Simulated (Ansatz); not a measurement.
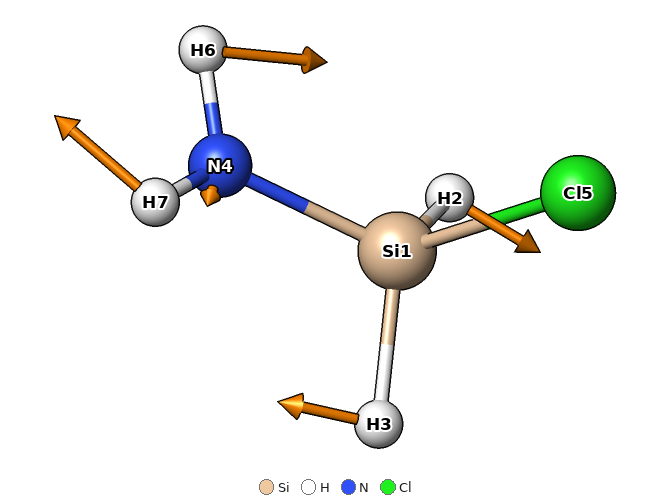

The arrows show one normal mode. Harmonic vibrations computed with RKS PBE0-D4/def2-TZVP (Ansatz 0.2.0) at a stationary point of the same level.

What kind of motion is it?

Mostly H–N–Si bending.

Estimate its harmonic wavenumber.

912 cm⁻¹; it is mode 9 of 15 counted from the lowest.
